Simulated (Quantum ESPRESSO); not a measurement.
## Cobalt: which magnetic order is lowest

A self-consistent run ends on one state, which hangs on the start. Several orders of Cobalt are started in Quantum ESPRESSO and their energies compared.

Program: Quantum ESPRESSO 7.5. Level of theory: PBEsol; plane waves with GBRV 1.5 PBEsol potentials, no spin-orbit coupling. Results are calculated unless marked as measured.

### 1. Starting point

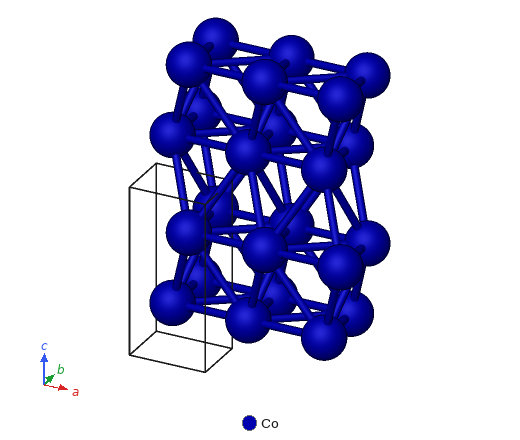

Start, viewed slightly off an axis; cobalt blue. 3×2×2 cells are drawn.

Coordinates:

```cif
data_structure
_symmetry_space_group_name_H-M 'P 1'
_symmetry_Int_Tables_number 1
_cell_length_a 2.5074
_cell_length_b 2.5074
_cell_length_c 4.0699
_cell_angle_alpha 90.000
_cell_angle_beta 90.000
_cell_angle_gamma 120.000
_cell_volume 22.16
loop_
_atom_site_label
_atom_site_type_symbol
_atom_site_fract_x
_atom_site_fract_y
_atom_site_fract_z
_atom_site_occupancy
Co1 Co 0.33333 0.66667 0.25000 1
Co2 Co 0.66667 0.33333 0.75000 1
```

The cell comes from the Crystallography Open Database.

### 2. Run 1 (ferro ++)

The signs are those of the starting moments on the seeded atoms, the atoms that are given a moment.

Contents of pw.in:

```
&CONTROL
  calculation = 'scf'
  prefix = 'pwscf'
  outdir = './tmp'
  pseudo_dir = './pseudo'
  disk_io = 'nowf'
/
&SYSTEM
  ibrav = 0
  celldm(1) = 8
  nat = 2
  ntyp = 1
  ecutwfc = 40
  ecutrho = 280
  nbnd = 26
  occupations = 'smearing'
  smearing = 'fd'
  degauss = 0.00734986
  nspin = 2
  starting_magnetization(1) = 0.1176
/
&ELECTRONS
  conv_thr = 4d-09
  electron_maxstep = 150
  mixing_beta = 0.3
/
ATOMIC_SPECIES
Co     58.9332 co_pbesol_v1.2.uspp.F.UPF
CELL_PARAMETERS alat
   0.5922874106108    0.0000000000000    0.0000000000000
  -0.2961437053054    0.5129359439191    0.0000000000000
   0.0000000000000    0.0000000000000    0.9613745443268
ATOMIC_POSITIONS crystal
Co      0.3333333333    0.6666666667    0.2500000000
Co      0.6666666667    0.3333333333    0.7500000000
K_POINTS automatic
12 12 6 0 0 0
```

Started as:

```bash
$ OMP_NUM_THREADS=1 mpirun -n 4 pw.x -nk 4 -in pw.in > pw.out
```

The log of the run:

```text
Program PWSCF v.7.5 starts

     Message from routine setup:
     using ibrav=0 with symmetry is DISCOURAGED, use correct ibrav instead

     K-points division:     npool     =       4
     Subspace diagonalization in iterative solution of the eigenvalue problem:

     G-vector sticks info
     --------------------
     sticks:   dense  smooth     PW     G-vecs:    dense   smooth      PW
     Sum         433     253     85                11825     5191     989

     Using Slab Decomposition

     bravais-lattice index     =            0
     lattice parameter (alat)  =       8.0000  a.u.
     unit-cell volume          =     149.5403 (a.u.)^3
     number of atoms/cell      =            2
     number of atomic types    =            1
     number of electrons       =        34.00
     number of Kohn-Sham states=           26
     kinetic-energy cutoff     =      40.0000  Ry
     charge density cutoff     =     280.0000  Ry
     scf convergence threshold =      4.0E-09
     mixing beta               =       0.3000
     number of iterations used =            8  plain     mixing
     Exchange-correlation= SLA  PW   PSX  PSC
                           (   1   4  10   8   0   0   0)

     celldm(1)=   8.000000  celldm(2)=   0.000000  celldm(3)=   0.000000
     celldm(4)=   0.000000  celldm(5)=   0.000000  celldm(6)=   0.000000

     crystal axes: (cart. coord. in units of alat)
               a(1) = (   0.592287   0.000000   0.000000 )
               a(2) = (  -0.296144   0.512936   0.000000 )
               a(3) = (   0.000000   0.000000   0.961375 )

     reciprocal axes: (cart. coord. in units 2 pi/alat)
               b(1) = (  1.688370  0.974781 -0.000000 )
               b(2) = (  0.000000  1.949561  0.000000 )
               b(3) = (  0.000000 -0.000000  1.040177 )

     PseudoPot. # 1 for Co read from file:
     co_pbesol_v1.2.uspp.F.UPF
     Pseudo is Ultrasoft + core correction, Zval = 17.0
     Generated by new atomic code, or converted to UPF format
     Using radial grid of  863 points,  6 beta functions with:
                l(1) =   0
                l(2) =   0
                l(3) =   1
                l(4) =   1
                l(5) =   2
                l(6) =   2
     Q(r) pseudized with  8 coefficients,  rinner =    1.200   1.200   1.200
                                                       1.200   1.200

     atomic species   valence    mass     pseudopotential
     Co               17.00    58.93320     Co( 1.00)

     Starting magnetic structure
     atomic species   magnetization
     Co              0.118

     24 Sym. Ops., with inversion, found (12 have fractional translation)

   Cartesian axes

     site n.     atom                  positions (alat units)
         1        Co     tau(   1) = (  -0.0000000   0.3419573   0.2403436  )
         2        Co     tau(   2) = (   0.2961437   0.1709786   0.7210309  )

     number of k points=    76  Fermi-Dirac smearing, width (Ry)=  0.0073
                       cart. coord. in units 2pi/alat
        k(    1) = (   0.0000000   0.0000000   0.0000000), wk =   0.0011574
        k(    2) = (   0.0000000   0.0000000   0.1733629), wk =   0.0023148
        k(    3) = (   0.0000000   0.0000000   0.3467258), wk =   0.0023148
        k(    4) = (   0.0000000   0.0000000  -0.5200887), wk =   0.0011574
        k(    5) = (   0.0000000   0.1624634   0.0000000), wk =   0.0069444
        [... 71 further k-points ...]

     Dense  grid:    11825 G-vectors     FFT dimensions: (  25,  25,  48)

     Smooth grid:     5191 G-vectors     FFT dimensions: (  20,  20,  32)

     Check: negative core charge=   -0.000055
     Generating pointlists ...
     new r_m :   0.2433 (alat units)  1.9467 (a.u.) for type    1

     Initial potential from superposition of free atoms

     starting charge      32.0000, renormalised to      34.0000
     Starting wfcs are   26 randomized atomic wfcs

     Self-consistent Calculation

     iteration #  1     ecut=    40.00 Ry     beta= 0.30
     Davidson diagonalization with overlap
     ethr =  1.00E-02,  avg # of iterations =  4.7

     total energy              =    -593.28097820 Ry
     estimated scf accuracy    <      14.95644838 Ry

     total magnetization       =     2.13 Bohr mag/cell
     absolute magnetization    =     2.18 Bohr mag/cell

     iteration #  2     ecut=    40.00 Ry     beta= 0.30
     Davidson diagonalization with overlap
     ethr =  1.00E-02,  avg # of iterations =  2.4

     total energy              =    -596.42047040 Ry
     estimated scf accuracy    <       0.67831037 Ry

     total magnetization       =     3.11 Bohr mag/cell
     absolute magnetization    =     3.27 Bohr mag/cell

     iteration #  3     ecut=    40.00 Ry     beta= 0.30
     Davidson diagonalization with overlap
     ethr =  2.00E-03,  avg # of iterations =  1.4

     total energy              =    -596.54148657 Ry
     estimated scf accuracy    <       0.01004804 Ry

     total magnetization       =     3.32 Bohr mag/cell
     absolute magnetization    =     3.50 Bohr mag/cell

     [... further iterations left out ...]

     iteration #  8     ecut=    40.00 Ry     beta= 0.30
     Davidson diagonalization with overlap
     ethr =  5.38E-08,  avg # of iterations =  1.7

     total energy              =    -596.54385679 Ry
     estimated scf accuracy    <       0.00000347 Ry

     total magnetization       =     3.39 Bohr mag/cell
     absolute magnetization    =     3.71 Bohr mag/cell

     iteration #  9     ecut=    40.00 Ry     beta= 0.30
     Davidson diagonalization with overlap
     ethr =  1.02E-08,  avg # of iterations =  2.0

     total energy              =    -596.54385831 Ry
     estimated scf accuracy    <       0.00000016 Ry

     total magnetization       =     3.39 Bohr mag/cell
     absolute magnetization    =     3.72 Bohr mag/cell

     iteration # 10     ecut=    40.00 Ry     beta= 0.30
     Davidson diagonalization with overlap
     ethr =  4.76E-10,  avg # of iterations =  2.0

     total energy              =    -596.54385840 Ry
     estimated scf accuracy    <       0.00000004 Ry

     total magnetization       =     3.39 Bohr mag/cell
     absolute magnetization    =     3.72 Bohr mag/cell

     iteration # 11     ecut=    40.00 Ry     beta= 0.30
     Davidson diagonalization with overlap
     ethr =  1.18E-10,  avg # of iterations =  1.2

     Magnetic moment per site  (integrated on atomic sphere of radius R)
     atom   1 (R=0.243)  charge= 15.6050  magn=  1.7708
     atom   2 (R=0.243)  charge= 15.6050  magn=  1.7708

     End of self-consistent calculation

     Number of k-points >= 100: set verbosity='high' to print the bands.

     the Fermi energy is    17.8529 ev

!    total energy              =    -596.54385843 Ry
     estimated scf accuracy    <          3.4E-09 Ry
     smearing contrib. (-TS)   =      -0.00447944 Ry
     internal energy E=F+TS    =    -596.53937899 Ry

     The total energy is F=E-TS. E is the sum of the following terms:
     one-electron contribution =    -313.41332660 Ry
     hartree contribution      =     177.78429097 Ry
     xc contribution           =     -64.65898331 Ry
     ewald contribution        =    -396.25136006 Ry

     total magnetization       =     3.39 Bohr mag/cell
     absolute magnetization    =     3.72 Bohr mag/cell

     convergence has been achieved in  11 iterations

=------------------------------------------------------------------------------=
   JOB DONE.
=------------------------------------------------------------------------------=
```

Elapsed: 6.8 s, on 4 MPI ranks of Arm Neoverse V2, shared host; peak memory 0.27 GiB; 27 s of CPU time.

Spin moment in the atom's sphere by atom:

```csv
atom,spin moment in the atom's sphere (μB)
Co1,1.77
Co2,1.77
```

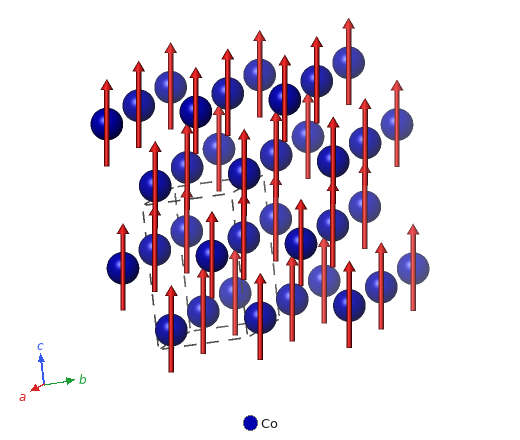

Spin moment in the atom's sphere as arrows, the longest 1.77 μB. Up and down stand for the sign. Arrows give size and sign along the axis of quantisation, drawn up and down the page. 3×3×2 cells are drawn.

Read from the output:

```yaml
smearing_term_ts: 0.06095 eV
magnetization: 3.392 μB
absolute_magnetization: 3.719 μB
final_state: ferromagnetic
```

### 3. Start 2: antiferro +−

pw.in: that of step 2 with these lines changed.

```diff
@@ -11,6 +11,6 @@
   nat = 2
-  ntyp = 1
+  ntyp = 2
   ecutwfc = 40
   ecutrho = 280
-  nbnd = 26
+  nbnd = 24
   occupations = 'smearing'
@@ -20,2 +20,3 @@
   starting_magnetization(1) = 0.1176
+  starting_magnetization(2) = -0.1176
 /
@@ -27,3 +28,4 @@
 ATOMIC_SPECIES
-Co     58.9332 co_pbesol_v1.2.uspp.F.UPF
+Co1    58.9332 co_pbesol_v1.2.uspp.F.UPF
+Co2    58.9332 co_pbesol_v1.2.uspp.F.UPF
 CELL_PARAMETERS alat
@@ -33,4 +35,4 @@
 ATOMIC_POSITIONS crystal
-Co      0.3333333333    0.6666666667    0.2500000000
-Co      0.6666666667    0.3333333333    0.7500000000
+Co1     0.3333333333    0.6666666667    0.2500000000
+Co2     0.6666666667    0.3333333333    0.7500000000
 K_POINTS automatic
```

The log of the run:

```text
[banner, memory and clock lines left out]
Program PWSCF v.7.5 starts

     Message from routine setup:
     using ibrav=0 with symmetry is DISCOURAGED, use correct ibrav instead

     bravais-lattice index     =            0
     lattice parameter (alat)  =       8.0000  a.u.
     unit-cell volume          =     149.5403 (a.u.)^3
     number of atoms/cell      =            2
     number of atomic types    =            2
     number of electrons       =        34.00
     number of Kohn-Sham states=           24
     kinetic-energy cutoff     =      40.0000  Ry
     charge density cutoff     =     280.0000  Ry
     scf convergence threshold =      4.0E-09
     mixing beta               =       0.3000
     number of iterations used =            8  plain     mixing
     Exchange-correlation= SLA  PW   PSX  PSC
                           (   1   4  10   8   0   0   0)

     celldm(1)=   8.000000  celldm(2)=   0.000000  celldm(3)=   0.000000
     celldm(4)=   0.000000  celldm(5)=   0.000000  celldm(6)=   0.000000

     crystal axes: (cart. coord. in units of alat)
               a(1) = (   0.592287   0.000000   0.000000 )
               a(2) = (  -0.296144   0.512936   0.000000 )
               a(3) = (   0.000000   0.000000   0.961375 )

     reciprocal axes: (cart. coord. in units 2 pi/alat)
               b(1) = (  1.688370  0.974781 -0.000000 )
               b(2) = (  0.000000  1.949561  0.000000 )
               b(3) = (  0.000000 -0.000000  1.040177 )

     PseudoPot. # 1 for Co read from file:
     co_pbesol_v1.2.uspp.F.UPF
     Pseudo is Ultrasoft + core correction, Zval = 17.0

     PseudoPot. # 2 for Co read from file:
     co_pbesol_v1.2.uspp.F.UPF
     Pseudo is Ultrasoft + core correction, Zval = 17.0

     atomic species   valence    mass     pseudopotential
     Co1              17.00    58.93320     Co( 1.00)
     Co2              17.00    58.93320     Co( 1.00)

     Starting magnetic structure
     atomic species   magnetization
     Co1             0.118
     Co2            -0.118

     12 Sym. Ops. (no inversion) found ( 6 have fractional translation)

   Cartesian axes

     site n.     atom                  positions (alat units)
         1        Co1    tau(   1) = (  -0.0000000   0.3419573   0.2403436  )
         2        Co2    tau(   2) = (   0.2961437   0.1709786   0.7210309  )

     number of k points=    76  Fermi-Dirac smearing, width (Ry)=  0.0073
                       cart. coord. in units 2pi/alat
        k(    1) = (   0.0000000   0.0000000   0.0000000), wk =   0.0011574
        k(    2) = (   0.0000000   0.0000000   0.1733629), wk =   0.0023148
        k(    3) = (   0.0000000   0.0000000   0.3467258), wk =   0.0023148
        k(    4) = (   0.0000000   0.0000000  -0.5200887), wk =   0.0011574
        k(    5) = (   0.0000000   0.1624634   0.0000000), wk =   0.0069444
        [... 71 further k-points ...]

     Dense  grid:    11825 G-vectors     FFT dimensions: (  25,  25,  48)

     Smooth grid:     5191 G-vectors     FFT dimensions: (  20,  20,  32)

     Check: negative core charge=   -0.000055
     Generating pointlists ...
     new r_m :   0.2433 (alat units)  1.9467 (a.u.) for type    1
     new r_m :   0.2433 (alat units)  1.9467 (a.u.) for type    2

     Initial potential from superposition of free atoms

     starting charge      32.0000, renormalised to      34.0000
     Starting wfcs are   26 randomized atomic wfcs

     Self-consistent Calculation

     iteration #  1     ecut=    40.00 Ry     beta= 0.30
     Davidson diagonalization with overlap
     ethr =  1.00E-02,  avg # of iterations =  3.6

     total energy              =    -593.36608879 Ry
     estimated scf accuracy    <      14.75678308 Ry

     total magnetization       =     0.00 Bohr mag/cell
     absolute magnetization    =     2.04 Bohr mag/cell

     iteration #  2     ecut=    40.00 Ry     beta= 0.30
     Davidson diagonalization with overlap
     ethr =  1.00E-02,  avg # of iterations =  2.6

     total energy              =    -596.40176481 Ry
     estimated scf accuracy    <       0.58853029 Ry

     total magnetization       =     0.00 Bohr mag/cell
     absolute magnetization    =     2.84 Bohr mag/cell

     [... further iterations left out ...]

     iteration # 15     ecut=    40.00 Ry     beta= 0.30
     Davidson diagonalization with overlap
     ethr =  1.61E-11,  avg # of iterations =  2.0

     total energy              =    -596.50874453 Ry
     estimated scf accuracy    <          4.9E-09 Ry

     total magnetization       =    -0.00 Bohr mag/cell
     absolute magnetization    =     2.35 Bohr mag/cell

     iteration # 16     ecut=    40.00 Ry     beta= 0.30
     Davidson diagonalization with overlap
     ethr =  1.44E-11,  avg # of iterations =  1.0

     Magnetic moment per site  (integrated on atomic sphere of radius R)
     atom   1 (R=0.243)  charge= 15.6076  magn=  1.1458
     atom   2 (R=0.243)  charge= 15.6076  magn= -1.1469

     End of self-consistent calculation

     Number of k-points >= 100: set verbosity='high' to print the bands.

     the Fermi energy is    17.8371 ev

!    total energy              =    -596.50874453 Ry
     estimated scf accuracy    <          2.6E-09 Ry
     smearing contrib. (-TS)   =      -0.01158004 Ry
     internal energy E=F+TS    =    -596.49716449 Ry

     The total energy is F=E-TS. E is the sum of the following terms:
     one-electron contribution =    -313.38553028 Ry
     hartree contribution      =     177.69639949 Ry
     xc contribution           =     -64.55667363 Ry
     ewald contribution        =    -396.25136006 Ry

     total magnetization       =    -0.00 Bohr mag/cell
     absolute magnetization    =     2.35 Bohr mag/cell

     convergence has been achieved in  16 iterations
```

It took 8.7 s on 4 MPI ranks; peak memory 0.27 GiB; 34 s of CPU time.

Spin moment in the atom's sphere by atom:

```
atom  spin moment in the atom's sphere (μB)
 Co1                                   1.15
 Co2                                  -1.15
```

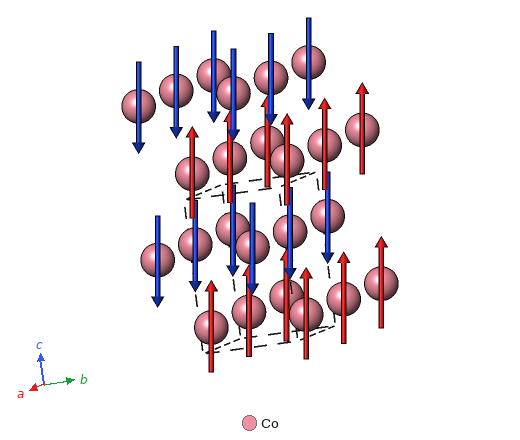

Spin moment in the atom's sphere as arrows, the longest 1.15 μB. Up and down stand for the sign. Arrows give size and sign along the axis of quantisation, drawn up and down the page. The two directions have two colours. 3×2×2 cells are drawn.

Read from the output:

| Property | Result |
| --- | --- |
| smearing term TS | 0.1576 eV |
| magnetization | 0 μB |
| absolute magnetization | 2.346 μB |
| final state | antiferromagnetic |

### 4. Run 3 (antiferro q=(0,1/2,0) +−+−)

The cell is doubled to 4 atoms to hold this order. The wavevector q is in fractions of the reciprocal vectors of the crystal's primitive cell, as the cells of these inputs are built from it; moments change sign between cells as cos(2π q·R).

Contents of pw.in:

```
&CONTROL
  calculation = 'scf'
  prefix = 'pwscf'
  outdir = './tmp'
  pseudo_dir = './pseudo'
  disk_io = 'nowf'
/
&SYSTEM
  ibrav = 0
  celldm(1) = 8
  nat = 4
  ntyp = 2
  ecutwfc = 40
  ecutrho = 280
  nbnd = 44
  occupations = 'smearing'
  smearing = 'fd'
  degauss = 0.00734986
  nspin = 2
  starting_magnetization(1) = 0.1176
  starting_magnetization(2) = -0.1176
/
&ELECTRONS
  conv_thr = 8d-09
  electron_maxstep = 150
  mixing_beta = 0.3
/
ATOMIC_SPECIES
Co1    58.9332 co_pbesol_v1.2.uspp.F.UPF
Co2    58.9332 co_pbesol_v1.2.uspp.F.UPF
CELL_PARAMETERS alat
   0.5922874106108    0.0000000000000    0.0000000000000
  -0.5922874106108    1.0258718878382    0.0000000000000
   0.0000000000000    0.0000000000000    0.9613745443268
ATOMIC_POSITIONS crystal
Co1     0.3333333333    0.3333333334    0.2500000000
Co2     0.3333333333    0.8333333333    0.2500000000
Co1     0.6666666667    0.1666666666    0.7500000000
Co2     0.6666666667    0.6666666666    0.7500000000
K_POINTS automatic
12 6 6 0 0 0
```

The log of the run:

```text
     [... lines left out ...]
Program PWSCF v.7.5 starts
     [... lines left out ...]
     number of atoms/cell      =            4
     [... lines left out ...]
     number of electrons       =        68.00
     number of Kohn-Sham states=           44
     kinetic-energy cutoff     =      40.0000  Ry
     charge density cutoff     =     280.0000  Ry
     scf convergence threshold =      8.0E-09
     [... lines left out ...]
      8 Sym. Ops., with inversion, found ( 6 have fractional translation)
     [... lines left out ...]
     number of k points=   100  Fermi-Dirac smearing, width (Ry)=  0.0073
     [... lines left out ...]
     iteration # 14     ecut=    40.00 Ry     beta= 0.30
     [... lines left out ...]
     Magnetic moment per site  (integrated on atomic sphere of radius R)
     atom   1 (R=0.243)  charge= 15.6064  magn=  1.2956
     atom   2 (R=0.243)  charge= 15.6064  magn= -1.2952
     atom   3 (R=0.243)  charge= 15.6064  magn=  1.2956
     atom   4 (R=0.243)  charge= 15.6064  magn= -1.2952
     [... lines left out ...]
     the Fermi energy is    17.8421 ev
!    total energy              =   -1193.02647173 Ry
     estimated scf accuracy    <          1.4E-09 Ry
     smearing contrib. (-TS)   =      -0.01976254 Ry
     [... lines left out ...]
     total magnetization       =     0.00 Bohr mag/cell
     absolute magnetization    =     5.32 Bohr mag/cell
     convergence has been achieved in  14 iterations
```

It took 44 s on 4 MPI ranks; peak memory 0.48 GiB.

Spin moment in the atom's sphere by atom:

```
atom  spin moment in the atom's sphere (μB)
 Co1                                   1.30
 Co2                                  -1.30
 Co3                                   1.30
 Co4                                  -1.30
```

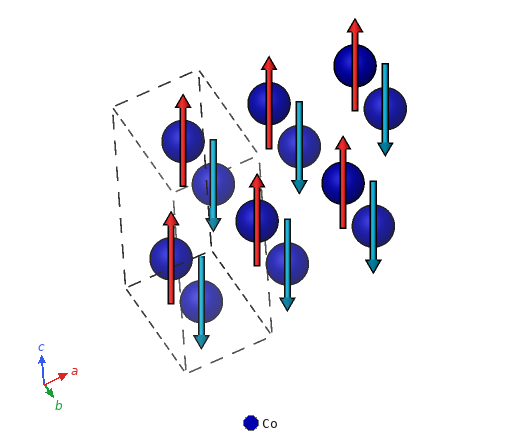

Spin moment in the atom's sphere as arrows, the longest 1.30 μB. Up and down stand for the sign. Arrows give size and sign along the axis of quantisation, drawn up and down the page. The two directions have two colours. 3×1×1 cells are drawn.

Numbers from this step:

```
smearing term TS       : 0.2689 eV
magnetization          : 0 μB
absolute magnetization : 5.317 μB
final state            : antiferromagnetic
```

(Part 1 of 2 ends here.)

[Logs and program files are shortened in this print: banners, set-up blocks, solver, clock and traceback lines can be left out without a mark of their own.]

[Logs are printed without paths, hosts, clocks, repeated set-up lines and the standing remarks that a program may print on its own settings, such as how far it seeks lower states.]

[Hosts, paths, dates, database ids (printed as entryN), source tags and the programs' standing remarks are cut or masked in the printed files.]

[Where a cell is said to come from a database of computed structures, the database is the Materials Project.]
